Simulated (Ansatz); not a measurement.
**Nb, response to strain**

The reference is Nb in the bcc (W type) structure (space group Im-3m, No. 229; a = 3.311 Å; relaxed with 0.1 eV smearing).

Strains are applied to the cell and any free atomic positions relax.

Level of theory: PBE (Ansatz, a quantum-chemistry and plane-wave program; PAW; 420 eV plane waves; no spin-orbit coupling).

Notes on the quantities. energy relative to the base: free energy F.

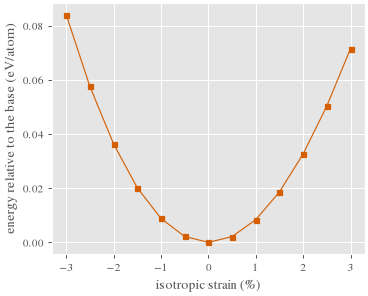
Energy relative to the base against isotropic strain

Question: From the plot, what is the energy relative to the base for isotropic strain +2.50 %?

Answer: About 0.050 eV/atom.

Question: Is the trend monotonic over the range shown?

Answer: No, it turns within the range, spanning 0 meV/atom to +84 meV/atom.

Whether these cells are dynamically stable was not tested. All final runs are without spin polarisation.
